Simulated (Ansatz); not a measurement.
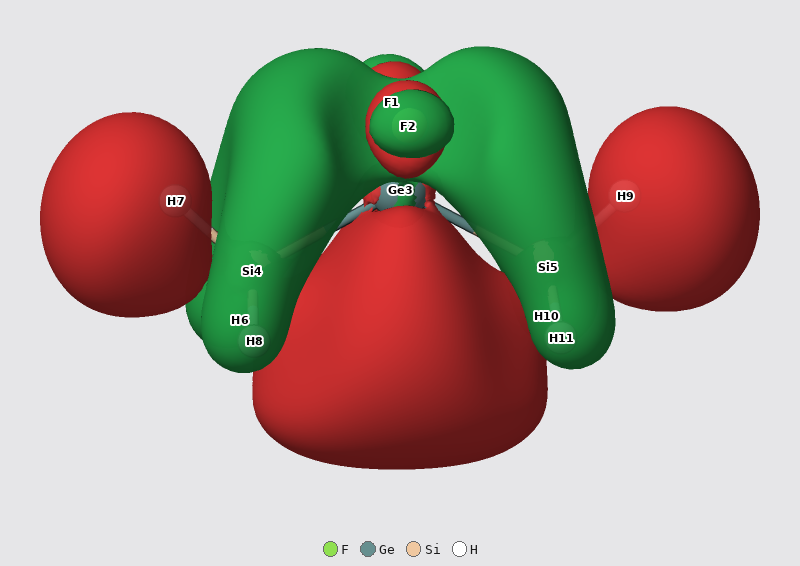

The picture shows: F$_{2}$GeH$_{6}$Si$_{2}$ (SMILES [F][Ge]([F])([SiH3])[SiH3]). The LUMO at ±0.04 Å⁻³ᐟ² (green and red are the two phases), seen across its widest extent.

Geometry: PBE0-D4/def2-SVP.

All numbers below come from isolated molecule in a Gaussian basis; Kohn-Sham density functional theory, functional PBE0 in Ansatz 0.2.0.

Input

```
crystal:
  periodic: [false, false, false]
  atoms:
    - {symbol: F, position_ang: [-0.806309, 1.109044, -2.679675]}
    - {symbol: F, position_ang: [1.845255, 0.444172, -2.500049]}
    - {symbol: Ge, position_ang: [0.336382, 0.305384, -1.631311]}
    - {symbol: Si, position_ang: [0.537934, 1.643029, 0.341420]}
    - {symbol: Si, position_ang: [-0.247019, -2.014238, -1.606382]}
    - {symbol: H, position_ang: [-0.772894, 1.633087, 1.055543]}
    - {symbol: H, position_ang: [0.911620, 3.032951, -0.046607]}
    - {symbol: H, position_ang: [1.589032, 1.042508, 1.214857]}
    - {symbol: H, position_ang: [-0.282916, -2.524197, -3.006647]}
    - {symbol: H, position_ang: [-1.585815, -2.158338, -0.962014]}
    - {symbol: H, position_ang: [0.775912, -2.750778, -0.806729]}
basis:
  gaussian:
    orbitals: def2-SVPD
hamiltonian:
  xc: {name: PBE0}
output: {forces: true, orbitals: {seedname: orbitals}}
```

Run with:

```sh
ansatz run input.yaml --threads 2 --pin off --max-ram 6090MiB --events-out events.jsonl --progress --plain --runs-dir runs
```

Question: Where does this orbital lie, and at what energy?

Answer: Its weight (Hirshfeld) is mainly on Ge3 (about 30 %), Si4 (about 20 %), Si5 (about 20 %), H7 (about 5 %) and H9 (about 5 %). Its energy is −1.03 eV.
